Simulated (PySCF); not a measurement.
# C4H5BO: NMR shifts at several levels of theory, part 1 of 2

Aim: compute the NMR shifts of C4H5BO (`Bc1ccoc1`) at several levels, and see how far they spread and what each costs.

The runs use PySCF 2.14.0, with density-fitted response routines of our own; the level of theory stands in each step. All values are computed, except where a source is named. Atoms are numbered from 0 throughout.

**1. The molecule as given**

11 atoms, charge 0, multiplicity 1; geometry from: PBE0-D3(BJ)/def2-SVP.

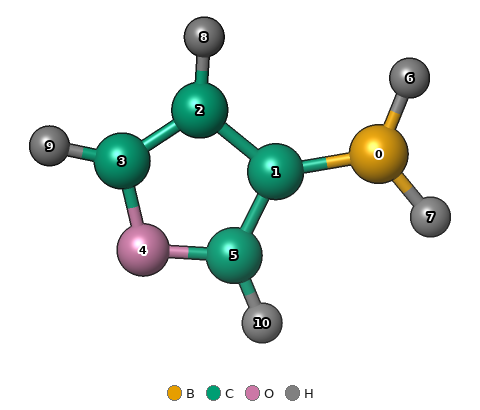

As it starts; boron amber, carbon teal, oxygen pink, hydrogen grey, atoms numbered.

**2. Nuclear shieldings: HF/pcSseg-2**

What the job is given:

```
{"job": {"kind": "nmr", "xc": "HF", "basis": "pcSseg-2", "pop": false}, "charge": 0, "multiplicity": 1}
B      2.115831     0.088587    -0.072224
C      0.592067     0.033015    -0.095581
C     -0.395162     0.805769     0.626048
C     -1.611130     0.358402     0.227559
O     -1.466138    -0.637050    -0.691080
C     -0.160465    -0.821771    -0.874604
H      2.700659     0.878156     0.632894
H      2.751570    -0.668153    -0.770763
H     -0.197995     1.593616     1.350156
H     -2.634761     0.621611     0.480326
H      0.123189    -1.593386    -1.588185
```

With the program's defaults for keys left out, this is: GIAO HF/pcSseg-2 NMR shielding, non-relativistic, gas phase.

The run is started by

```sh
$ OMP_NUM_THREADS=1 python probes_run.py task.json out
```

This one command runs all jobs of the session in turn.

The log of the run:

```text
final grid: 94112 points
cycle   1  E = -253.8803163069  dE =  1.634e+00  |g| = 5.373e-01  |ddm| = 2.489e+00
cycle   2  E = -253.9585902866  dE = -7.827e-02  |g| = 2.363e-01  |ddm| = 5.756e-01
cycle   3  E = -253.9705046011  dE = -1.191e-02  |g| = 7.405e-02  |ddm| = 2.239e-01
cycle   4  E = -253.9722203530  dE = -1.716e-03  |g| = 1.124e-02  |ddm| = 1.114e-01
cycle   5  E = -253.9722745350  dE = -5.418e-05  |g| = 4.253e-03  |ddm| = 1.659e-02
cycle   6  E = -253.9722828078  dE = -8.273e-06  |g| = 1.504e-03  |ddm| = 5.874e-03
cycle   7  E = -253.9722848159  dE = -2.008e-06  |g| = 7.433e-04  |ddm| = 2.891e-03
cycle   8  E = -253.9722851011  dE = -2.852e-07  |g| = 2.407e-04  |ddm| = 1.239e-03
cycle   9  E = -253.9722851409  dE = -3.978e-08  |g| = 6.693e-05  |ddm| = 4.265e-04
cycle  10  E = -253.9722851435  dE = -2.626e-09  |g| = 2.063e-05  |ddm| = 1.261e-04
cycle  11  E = -253.9722851439  dE = -3.352e-10  |g| = 1.184e-05  |ddm| = 3.311e-05
converged SCF energy = -253.9722851439

GIAO shielding tensors (ppm)
atom      isotropic    diamagn.    paramagn.     s11        s22        s33       span
  0 B       50.544     195.307    -144.763      4.559     13.601    133.471    128.912
  1 C       60.023     262.146    -202.123    -32.754     31.435    181.387    214.141
  2 C       66.004     251.636    -185.632    -39.457     74.239    163.229    202.687
  3 C       40.920     252.632    -211.712    -53.957     61.291    115.427    169.384
  4 O       43.847     387.658    -343.811    -93.713    -44.913    270.167    363.880
  5 C       17.038     252.690    -235.652    -86.395     25.140    112.369    198.764
  6 H       25.190      29.111      -3.920     21.787     25.978     27.806      6.018
  7 H       25.272      28.860      -3.588     21.657     26.055     28.104      6.446
  8 H       24.577      31.886      -7.309     22.560     24.364     26.808      4.248
  9 H       24.070      30.915      -6.845     20.903     25.087     26.222      5.319
 10 H       23.442      31.432      -7.990     20.544     23.790     25.991      5.447
```

Run time: 34 s. Hardware: 1 thread of Arm Neoverse N1, shared host; peak memory 1.1 GiB.

Shifts follow as δ = σ(reference) − σ, with reference shieldings (ppm) from runs at the same level and on the same kind of geometry: 1H TMS 31.68, 13C TMS 191.5, 17O H2O 326.3, 11B BF3·OEt2 114.5. The references are single molecules in the gas phase, so shifts against H2O, NH3, PH3, H3PO4 or CFCl3 are not on the usual liquid scales and can be off by tens of ppm. Atoms listed in one row are averaged.

```tsv
atoms	environment	σ (ppm)	δ (ppm)
C5	aromatic CH next to the ring oxygen	17.0	174.4
C3	aromatic CH next to the ring oxygen	40.9	150.6
C1	substituted aromatic carbon	60.0	131.5
C2	aromatic CH	66.0	125.5
H10	hydrogen on an aromatic CH next to the ring oxygen	23.44	8.24
H9	hydrogen on an aromatic CH next to the ring oxygen	24.07	7.61
H8	hydrogen on an aromatic CH	24.58	7.10
H6, H7	hydrogen on a boron bonded to C	25.23	6.45
B0	boron bonded to C, 2 H	50.5	64.0
O4	aromatic ring oxygen	43.8	282.5
```

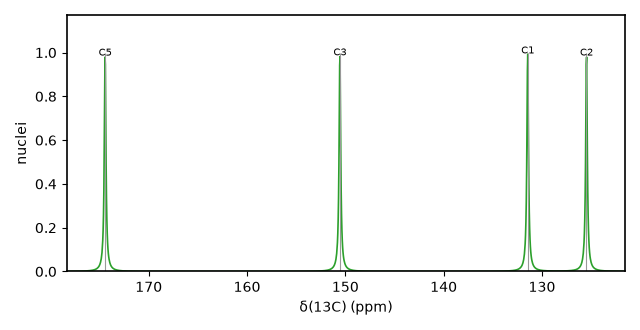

13C lines at the computed shifts, without couplings. Lines are broadened to a width of 0.20 ppm (Lorentzian).

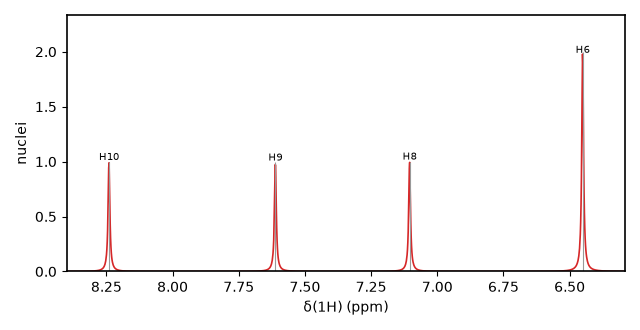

1H lines at the computed shifts, without couplings. Lines are broadened to a width of 0.01 ppm (Lorentzian).

Ring of atoms C1, C2, C3, O4, C5: NICS(0) -10.4, NICS(1) -8.7, NICS(1)zz -26.0 ppm (means of both faces).

**3. NMR shieldings: LDA/pcSseg-2**

Settings changed since step 2:

```diff
@@ -1,2 +1,2 @@
-{"job": {"kind": "nmr", "xc": "HF", "basis": "pcSseg-2", "pop": false}, "charge": 0, "multiplicity": 1}
+{"job": {"kind": "nmr", "xc": "LDA", "basis": "pcSseg-2", "pop": false}, "charge": 0, "multiplicity": 1}
 B      2.115831     0.088587    -0.072224
```

Level: GIAO LDA/pcSseg-2 NMR shielding, non-relativistic, gas phase.

The log of the run:

```text
coarse grid: 9616 points
cycle   1  E = -253.2362320259  dE =  7.561e-01  |g| = 5.911e-01  |ddm| = 2.974e+00
cycle   2  E = -253.0708328170  dE =  1.654e-01  |g| = 1.006e+00  |ddm| = 1.258e+00
cycle   3  E = -253.3112822749  dE = -2.404e-01  |g| = 1.971e-01  |ddm| = 8.400e-01
cycle   4  E = -253.3191673952  dE = -7.885e-03  |g| = 1.012e-01  |ddm| = 2.043e-01
cycle   5  E = -253.3214267135  dE = -2.259e-03  |g| = 3.625e-02  |ddm| = 8.515e-02
cycle   6  E = -253.3216962808  dE = -2.696e-04  |g| = 1.206e-02  |ddm| = 2.997e-02
cycle   7  E = -253.3217239215  dE = -2.764e-05  |g| = 4.541e-03  |ddm| = 9.853e-03
cycle   8  E = -253.3217290420  dE = -5.121e-06  |g| = 1.275e-03  |ddm| = 3.915e-03
final grid: 94112 points
cycle   9  E = -253.3184275251  dE = -7.448e-05  |g| = 5.037e-03  |ddm| = 5.428e-02
cycle  10  E = -253.3184061389  dE =  2.139e-05  |g| = 1.036e-02  |ddm| = 1.059e-02
cycle  11  E = -253.3184330634  dE = -2.692e-05  |g| = 2.059e-03  |ddm| = 7.548e-03
cycle  12  E = -253.3184340366  dE = -9.732e-07  |g| = 5.790e-04  |ddm| = 1.573e-03
cycle  13  E = -253.3184340947  dE = -5.810e-08  |g| = 2.484e-04  |ddm| = 4.401e-04
cycle  14  E = -253.3184341093  dE = -1.459e-08  |g| = 6.405e-05  |ddm| = 1.959e-04
cycle  15  E = -253.3184341104  dE = -1.136e-09  |g| = 1.717e-05  |ddm| = 7.009e-05
cycle  16  E = -253.3184341105  dE = -7.310e-11  |g| = 8.296e-06  |ddm| = 1.751e-05
converged SCF energy = -253.3184341105

GIAO shielding tensors (ppm)
atom      isotropic    diamagn.    paramagn.     s11        s22        s33       span
  0 B       16.281     194.199    -177.919    -43.341    -33.938    126.121    169.462
  1 C       33.420     257.997    -224.577    -53.686     -7.863    161.808    215.494
  2 C       49.834     253.536    -203.703    -45.011     50.519    143.992    189.003
  3 C       24.832     254.796    -229.963    -54.388     38.661     90.223    144.611
  4 O      -10.437     388.626    -399.063   -155.892   -103.279    227.861    383.753
  5 C        8.714     255.657    -246.943    -65.362      4.503     87.002    152.365
  6 H       23.406      28.724      -5.318     18.041     25.475     26.700      8.659
  7 H       23.446      28.561      -5.115     18.073     25.555     26.709      8.636
  8 H       23.710      31.949      -8.239     22.466     22.915     25.750      3.284
  9 H       23.192      30.376      -7.184     20.692     23.516     25.369      4.677
 10 H       22.770      31.277      -8.506     20.541     22.776     24.994      4.453
```

Wall time 64 s (1 thread of Arm Neoverse N1, shared host); peak memory 0.93 GiB.

In short: δ C5 171.6, C3 155.5, C1 146.9, C2 130.4, H10 8.00, H9 7.58 ppm.

**4. NMR shieldings: PBE/pcSseg-2**

Settings changed since step 3:

```diff
@@ -1,2 +1,2 @@
-{"job": {"kind": "nmr", "xc": "LDA", "basis": "pcSseg-2", "pop": false}, "charge": 0, "multiplicity": 1}
+{"job": {"kind": "nmr", "xc": "PBE", "basis": "pcSseg-2", "pop": false}, "charge": 0, "multiplicity": 1}
 B      2.115831     0.088587    -0.072224
```

Method: GIAO PBE/pcSseg-2 NMR shielding, non-relativistic, gas phase.

The log of the run:

```text
coarse grid: 9616 points
cycle   1  E = -255.1557978688  dE =  7.722e-01  |g| = 5.753e-01  |ddm| = 2.390e+00
cycle   2  E = -255.0016840745  dE =  1.541e-01  |g| = 9.717e-01  |ddm| = 1.211e+00
cycle   3  E = -255.2273122101  dE = -2.256e-01  |g| = 1.916e-01  |ddm| = 8.005e-01
cycle   4  E = -255.2347466949  dE = -7.434e-03  |g| = 1.003e-01  |ddm| = 1.959e-01
cycle   5  E = -255.2369884112  dE = -2.242e-03  |g| = 3.326e-02  |ddm| = 8.005e-02
cycle   6  E = -255.2372118130  dE = -2.234e-04  |g| = 1.174e-02  |ddm| = 2.718e-02
cycle   7  E = -255.2372386608  dE = -2.685e-05  |g| = 4.376e-03  |ddm| = 9.226e-03
cycle   8  E = -255.2372434111  dE = -4.750e-06  |g| = 1.235e-03  |ddm| = 3.670e-03
final grid: 94112 points
cycle   9  E = -255.2406279359  dE = -9.608e-05  |g| = 1.546e-02  |ddm| = 5.479e-02
cycle  10  E = -255.2404641262  dE =  1.638e-04  |g| = 3.317e-02  |ddm| = 2.552e-02
cycle  11  E = -255.2406708144  dE = -2.067e-04  |g| = 5.173e-03  |ddm| = 1.736e-02
cycle  12  E = -255.2406770287  dE = -6.214e-06  |g| = 1.263e-03  |ddm| = 3.987e-03
cycle  13  E = -255.2406774299  dE = -4.013e-07  |g| = 4.374e-04  |ddm| = 1.263e-03
cycle  14  E = -255.2406774811  dE = -5.112e-08  |g| = 1.242e-04  |ddm| = 3.636e-04
cycle  15  E = -255.2406774844  dE = -3.381e-09  |g| = 4.182e-05  |ddm| = 1.218e-04
cycle  16  E = -255.2406774848  dE = -3.465e-10  |g| = 2.258e-05  |ddm| = 4.128e-05
converged SCF energy = -255.2406774848

GIAO shielding tensors (ppm)
atom      isotropic    diamagn.    paramagn.     s11        s22        s33       span
  0 B       25.137     193.588    -168.450    -26.849    -22.739    125.000    151.849
  1 C       39.526     258.129    -218.603    -43.872      0.103    162.349    206.221
  2 C       54.118     254.647    -200.529    -37.459     55.486    144.327    181.786
  3 C       29.396     255.820    -226.424    -47.706     43.294     92.600    140.306
  4 O       -4.982     388.599    -393.581   -148.030    -93.068    226.153    374.183
  5 C       13.318     256.296    -242.978    -60.793     11.323     89.425    150.218
  6 H       24.143      29.086      -4.943     19.259     25.971     27.200      7.941
  7 H       24.191      28.961      -4.770     19.304     26.047     27.223      7.920
  8 H       24.211      31.681      -7.470     22.996     23.479     26.159      3.164
  9 H       23.610      30.511      -6.901     21.200     23.949     25.682      4.481
 10 H       23.174      31.411      -8.238     21.045     23.172     25.304      4.259
```

Wall time 80 s (1 thread of Arm Neoverse N1, shared host); peak memory 0.86 GiB.

Key values: δ C5 166.1, C3 150.0, C1 139.9, C2 125.3, H10 8.00, H9 7.57 ppm.

**5. NMR shieldings: BLYP/pcSseg-2**

Settings changed since step 4:

```diff
@@ -1,2 +1,2 @@
-{"job": {"kind": "nmr", "xc": "PBE", "basis": "pcSseg-2", "pop": false}, "charge": 0, "multiplicity": 1}
+{"job": {"kind": "nmr", "xc": "BLYP", "basis": "pcSseg-2", "pop": false}, "charge": 0, "multiplicity": 1}
 B      2.115831     0.088587    -0.072224
```

Level: GIAO BLYP/pcSseg-2 NMR shielding, non-relativistic, gas phase.

The log of the run:

```text
coarse grid: 9616 points
cycle   1  E = -255.3752493856  dE =  7.625e-01  |g| = 6.282e-01  |ddm| = 2.347e+00
cycle   2  E = -255.1960433325  dE =  1.792e-01  |g| = 1.075e+00  |ddm| = 1.325e+00
cycle   3  E = -255.4596379085  dE = -2.636e-01  |g| = 1.727e-01  |ddm| = 8.546e-01
cycle   4  E = -255.4655582774  dE = -5.920e-03  |g| = 7.721e-02  |ddm| = 1.815e-01
cycle   5  E = -255.4668702364  dE = -1.312e-03  |g| = 3.555e-02  |ddm| = 7.402e-02
cycle   6  E = -255.4671554039  dE = -2.852e-04  |g| = 1.412e-02  |ddm| = 3.167e-02
cycle   7  E = -255.4671943270  dE = -3.892e-05  |g| = 4.713e-03  |ddm| = 9.811e-03
cycle   8  E = -255.4671993424  dE = -5.015e-06  |g| = 1.364e-03  |ddm| = 3.822e-03
final grid: 94112 points
cycle   9  E = -255.4770550819  dE = -9.543e-05  |g| = 8.522e-03  |ddm| = 5.513e-02
cycle  10  E = -255.4770150913  dE =  3.999e-05  |g| = 1.526e-02  |ddm| = 1.608e-02
cycle  11  E = -255.4770724129  dE = -5.732e-05  |g| = 1.736e-03  |ddm| = 1.041e-02
cycle  12  E = -255.4770730119  dE = -5.990e-07  |g| = 7.834e-04  |ddm| = 1.730e-03
cycle  13  E = -255.4770731476  dE = -1.357e-07  |g| = 3.448e-04  |ddm| = 6.684e-04
cycle  14  E = -255.4770731702  dE = -2.262e-08  |g| = 1.307e-04  |ddm| = 2.521e-04
cycle  15  E = -255.4770731735  dE = -3.330e-09  |g| = 3.364e-05  |ddm| = 1.069e-04
cycle  16  E = -255.4770731738  dE = -2.910e-10  |g| = 1.730e-05  |ddm| = 3.930e-05
converged SCF energy = -255.4770731738

GIAO shielding tensors (ppm)
atom      isotropic    diamagn.    paramagn.     s11        s22        s33       span
  0 B       24.644     191.832    -167.188    -25.382    -22.245    121.560    146.942
  1 C       34.230     254.751    -220.521    -49.563     -6.337    158.590    208.153
  2 C       49.502     252.347    -202.845    -43.418     51.756    140.169    183.588
  3 C       24.632     253.580    -228.948    -53.242     38.749     88.390    141.631
  4 O       -7.159     389.056    -396.214   -148.605    -97.972    225.102    373.707
  5 C        8.309     254.158    -245.849    -67.236      7.325     84.837    152.073
  6 H       24.553      29.283      -4.730     19.826     26.267     27.566      7.740
  7 H       24.617      29.200      -4.583     19.892     26.346     27.615      7.724
  8 H       24.462      32.103      -7.640     23.365     23.624     26.398      3.033
  9 H       23.835      30.738      -6.903     21.517     24.041     25.948      4.430
 10 H       23.405      31.643      -8.239     21.357     23.249     25.608      4.251
```

Run time: 80 s. Hardware: 1 thread of Arm Neoverse N1, shared host; peak memory 0.86 GiB.

Key values: δ C5 166.7, C3 150.4, C1 140.8, C2 125.5, H10 7.97, H9 7.54 ppm.

**6. Shielding tensors: BP86/pcSseg-2**

Settings changed since step 5:

```diff
@@ -1,2 +1,2 @@
-{"job": {"kind": "nmr", "xc": "BLYP", "basis": "pcSseg-2", "pop": false}, "charge": 0, "multiplicity": 1}
+{"job": {"kind": "nmr", "xc": "BP86", "basis": "pcSseg-2", "pop": false}, "charge": 0, "multiplicity": 1}
 B      2.115831     0.088587    -0.072224
```

Method: GIAO BP86/pcSseg-2 NMR shielding, non-relativistic, gas phase.

The log of the run:

```text
coarse grid: 9616 points
cycle   1  E = -255.4735721565  dE =  7.728e-01  |g| = 5.820e-01  |ddm| = 2.367e+00
cycle   2  E = -255.3233325524  dE =  1.502e-01  |g| = 9.782e-01  |ddm| = 1.217e+00
cycle   3  E = -255.5461257652  dE = -2.228e-01  |g| = 1.804e-01  |ddm| = 7.806e-01
cycle   4  E = -255.5525975099  dE = -6.472e-03  |g| = 9.364e-02  |ddm| = 1.875e-01
cycle   5  E = -255.5546036599  dE = -2.006e-03  |g| = 3.287e-02  |ddm| = 7.840e-02
cycle   6  E = -255.5548237120  dE = -2.201e-04  |g| = 1.165e-02  |ddm| = 2.709e-02
cycle   7  E = -255.5548504997  dE = -2.679e-05  |g| = 4.204e-03  |ddm| = 9.225e-03
cycle   8  E = -255.5548547998  dE = -4.300e-06  |g| = 1.232e-03  |ddm| = 3.528e-03
final grid: 94112 points
cycle   9  E = -255.5595998849  dE = -9.859e-05  |g| = 7.556e-03  |ddm| = 5.612e-02
cycle  10  E = -255.5595645807  dE =  3.530e-05  |g| = 1.517e-02  |ddm| = 1.289e-02
cycle  11  E = -255.5596107345  dE = -4.615e-05  |g| = 2.404e-03  |ddm| = 8.575e-03
cycle  12  E = -255.5596119728  dE = -1.238e-06  |g| = 8.287e-04  |ddm| = 2.017e-03
cycle  13  E = -255.5596121348  dE = -1.620e-07  |g| = 3.240e-04  |ddm| = 8.166e-04
cycle  14  E = -255.5596121631  dE = -2.834e-08  |g| = 9.786e-05  |ddm| = 2.806e-04
cycle  15  E = -255.5596121653  dE = -2.179e-09  |g| = 3.169e-05  |ddm| = 9.249e-05
cycle  16  E = -255.5596121656  dE = -2.426e-10  |g| = 1.610e-05  |ddm| = 3.100e-05
converged SCF energy = -255.5596121656

GIAO shielding tensors (ppm)
atom      isotropic    diamagn.    paramagn.     s11        s22        s33       span
  0 B       26.995     193.842    -166.847    -23.771    -20.210    124.967    148.737
  1 C       39.901     257.035    -217.134    -42.927      0.564    162.065    204.992
  2 C       54.162     253.469    -199.307    -37.104     55.173    144.417    181.520
  3 C       29.497     254.551    -225.054    -47.529     43.425     92.596    140.125
  4 O       -3.815     387.907    -391.722   -146.640    -92.361    227.555    374.195
  5 C       13.534     255.453    -241.918    -60.851     11.863     89.591    150.442
  6 H       24.262      29.094      -4.833     19.472     26.036     27.278      7.806
  7 H       24.307      28.939      -4.631     19.508     26.108     27.307      7.799
  8 H       24.285      31.987      -7.702     23.060     23.587     26.208      3.148
  9 H       23.677      30.526      -6.849     21.270     24.039     25.722      4.451
 10 H       23.237      31.435      -8.198     21.099     23.258     25.353      4.253
```

It took 81 s on 1 thread of Arm Neoverse N1, shared host; peak memory 0.86 GiB.

This run: δ C5 165.6, C3 149.7, C1 139.3, C2 125.0, H10 8.00, H9 7.56 ppm.

**7. Shielding tensors: OPBE/pcSseg-2**

Settings changed since step 6:

```diff
@@ -1,2 +1,2 @@
-{"job": {"kind": "nmr", "xc": "BP86", "basis": "pcSseg-2", "pop": false}, "charge": 0, "multiplicity": 1}
+{"job": {"kind": "nmr", "xc": "OPBE", "basis": "pcSseg-2", "pop": false}, "charge": 0, "multiplicity": 1}
 B      2.115831     0.088587    -0.072224
```

Level: GIAO OPBE/pcSseg-2 NMR shielding, non-relativistic, gas phase.

The log of the run:

```text
coarse grid: 9616 points
cycle   1  E = -255.3731080532  dE =  7.754e-01  |g| = 5.298e-01  |ddm| = 2.435e+00
cycle   2  E = -255.2462690684  dE =  1.268e-01  |g| = 8.739e-01  |ddm| = 1.104e+00
cycle   3  E = -255.4339855576  dE = -1.877e-01  |g| = 1.954e-01  |ddm| = 7.315e-01
cycle   4  E = -255.4420057813  dE = -8.020e-03  |g| = 1.011e-01  |ddm| = 1.937e-01
cycle   5  E = -255.4442692373  dE = -2.263e-03  |g| = 2.943e-02  |ddm| = 7.488e-02
cycle   6  E = -255.4444414259  dE = -1.722e-04  |g| = 1.062e-02  |ddm| = 2.469e-02
cycle   7  E = -255.4444643181  dE = -2.289e-05  |g| = 4.051e-03  |ddm| = 8.583e-03
cycle   8  E = -255.4444684252  dE = -4.107e-06  |g| = 1.151e-03  |ddm| = 3.307e-03
final grid: 94112 points
cycle   9  E = -255.4368710698  dE = -2.258e-04  |g| = 2.380e-02  |ddm| = 1.175e-01
cycle  10  E = -255.4363845204  dE =  4.865e-04  |g| = 5.547e-02  |ddm| = 3.887e-02
cycle  11  E = -255.4369647179  dE = -5.802e-04  |g| = 7.363e-03  |ddm| = 2.944e-02
cycle  12  E = -255.4369791004  dE = -1.438e-05  |g| = 1.668e-03  |ddm| = 5.865e-03
cycle  13  E = -255.4369798139  dE = -7.134e-07  |g| = 4.238e-04  |ddm| = 1.643e-03
cycle  14  E = -255.4369798602  dE = -4.630e-08  |g| = 1.727e-04  |ddm| = 4.246e-04
cycle  15  E = -255.4369798662  dE = -6.076e-09  |g| = 7.865e-05  |ddm| = 1.594e-04
cycle  16  E = -255.4369798678  dE = -1.518e-09  |g| = 2.452e-05  |ddm| = 6.396e-05
cycle  17  E = -255.4369798679  dE = -1.708e-10  |g| = 2.980e-06  |ddm| = 2.040e-05
converged SCF energy = -255.4369798679

GIAO shielding tensors (ppm)
atom      isotropic    diamagn.    paramagn.     s11        s22        s33       span
  0 B       34.243     195.964    -161.721    -14.629    -10.899    128.257    142.886
  1 C       51.949     264.897    -212.948    -27.309     15.806    167.349    194.658
  2 C       63.627     258.346    -194.720    -23.182     64.109    149.953    173.136
  3 C       39.896     259.672    -219.776    -33.914     53.752     99.850    133.764
  4 O        8.054     389.791    -381.737   -132.616    -72.142    228.919    361.535
  5 C       24.364     259.420    -235.056    -47.659     23.314     97.436    145.095
  6 H       24.228      29.255      -5.027     19.580     25.973     27.130      7.550
  7 H       24.258      29.091      -4.833     19.611     26.033     27.132      7.521
  8 H       24.227      30.991      -6.764     22.855     23.682     26.143      3.287
  9 H       23.605      30.495      -6.889     21.117     24.168     25.531      4.414
 10 H       23.145      31.283      -8.138     20.941     23.389     25.104      4.163
```

It took 83 s on 1 thread of Arm Neoverse N1, shared host; peak memory 0.86 GiB.

In short: δ C5 160.1, C3 144.5, C1 132.5, C2 120.8, H10 8.05, H9 7.59 ppm.

(Continued in part 2 of 2.)
